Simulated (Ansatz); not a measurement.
```
atom    x (Å)    y (Å)    z (Å)
  Ge  -0.8552   0.2525   0.3128
   H   1.5156  -0.2251   1.6309
   O   2.0475   0.0219   0.8347
   H   2.0794  -0.8016   0.3107
   H  -0.5825   1.1010  -1.0241
   O  -0.8862  -1.3355  -0.6018
   H  -1.1262  -2.0548   0.0091
```

Not at a stationary point (largest force 0.8 eV/Å).

Computed with RKS PBE-D4/def2-TZVP (Ansatz 0.2.0).

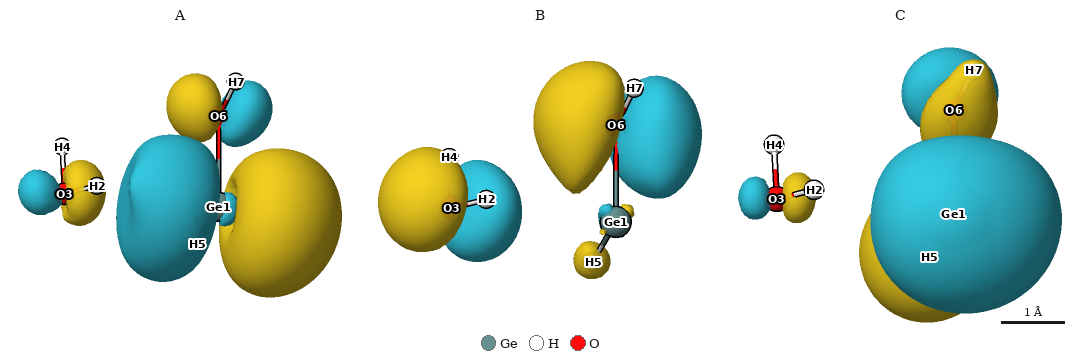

GeH₂O···H₂O. Three frontier orbitals at ±0.1 Å⁻³ᐟ² (yellow and cyan are the two phases), in no order.

Q: Order the three orbitals by energy and name them.

A: B is the HOMO−1 (−7.52 eV). It lies mainly on O6 (about 50 %) and O3 (about 30 %); largely a combination of lone pairs on O6 and O3. C is the HOMO (−5.55 eV). Its weight (Hirshfeld) is mainly on Ge1 (about 60 %), H5 (about 20 %) and O6 (about 15 %). A is the LUMO (−2.75 eV). It lies mainly on Ge1 (about 75 %), O6 (about 10 %) and O3 (about 5 %).

Q: What is the HOMO–LUMO gap?

A: 2.80 eV between the orbital energies.
